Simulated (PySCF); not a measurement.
C$_{7}$H$_{14}$BFSi

The calculation's input:

```
{"job": {"kind": "nmr", "xc": "PBE0", "basis": "pcSseg-1"}, "charge": 0, "multiplicity": 1}
C      3.241506     0.449721     0.130041
C      2.789952    -0.960232    -0.223200
C      1.438047    -0.983910    -0.929878
Si    -0.013308    -0.376635     0.166184
B      0.163598     1.536272     0.635481
F      0.030734     1.934554     1.889080
C     -1.591106    -0.687790    -0.852173
C     -2.789634    -1.402485    -0.260296
C     -2.920800    -0.122234    -0.405299
C     -3.642886     1.143978    -0.274272
H      2.531989     0.923337     0.808925
H      4.216928     0.431291     0.611510
H      3.311664     1.061718    -0.766769
H      3.546990    -1.416748    -0.868200
H      2.731162    -1.560730     0.686953
H      1.500347    -0.369101    -1.830051
H      1.235837    -2.002038    -1.264218
H     -0.070200    -1.292894     1.328796
H      0.341383     2.428564    -0.118723
H     -1.450476    -0.791453    -1.929760
H     -3.160095    -2.351549     0.035663
H     -3.075405     1.820596     0.367257
H     -3.746278     1.619451    -1.249996
H     -4.631685     0.988080     0.153966
```

Run with:

```sh
OMP_NUM_THREADS=1 python probes_run.py task.json out
```

Geometry: GFN2-xTB.

The calculation used PBE0/pcSseg-1, SCF density, gas phase, non-relativistic in PySCF.

What can the converged electron density and electron localisation function tell about the bonding?

C–C (1.30 Å): ρ is about 2.3 e/Å³ halfway; the ELF peaks at about 0.85 between the atoms; a short, multiple covalent bond.
C–H (1.06 Å): the density is about 2.1 e/Å³ at the midpoint; the ELF climbs to about 1 towards the hydrogen, as it does in any bond to H: an ordinary covalent bond to hydrogen.
C–C (1.46 Å): ρ is about 1.8 e/Å³ halfway; the ELF peaks at about 0.95 between the atoms, as expected for localised, covalent bonding.

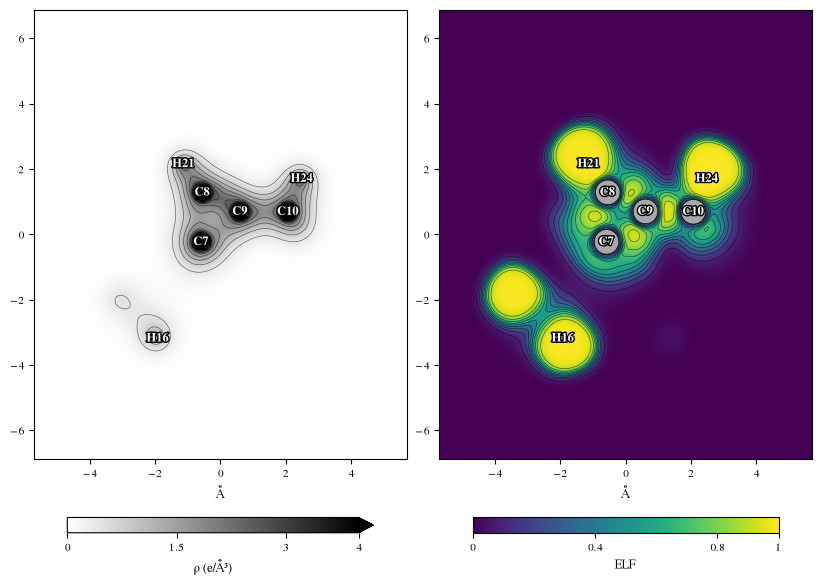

Computed electron density and electron localisation function on the plane of atoms C7, C9 and C10, in this order. Grey discs cover the atomic cores in the ELF map. 
